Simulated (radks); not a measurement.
The V³⁺ ion; electrons: [Ar] 3d2 (high spin). Computed with the in-house radial solver radks: scalar-relativistic Kohn-Sham, r2SCAN, spin-polarised, spherical densities, finite nucleus.

```
Z 23
configuration [Ar] 3d2 4s0 4p0
relativity scalar-relativistic
functional r2scan,r2scan
spin polarised
nucleus finite rms 3.6002 fm
c 137.035999084
```

Wanted: the number of electrons inside radius r (solid) and the radial density 4πr²ρ (dashed).

The count levels off at 20 electrons. Half of them lie within 0.479 bohr, 90 % within 1.33 bohr and 99 % within 2.14 bohr. The radial density has minima at 0.103 and 0.532 bohr, where the count stands at 2.1 and 10.5; these part the shells that the density resolves.

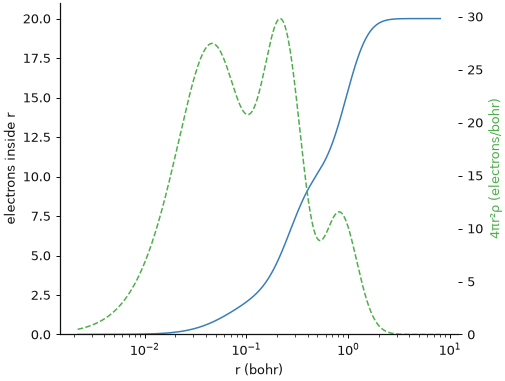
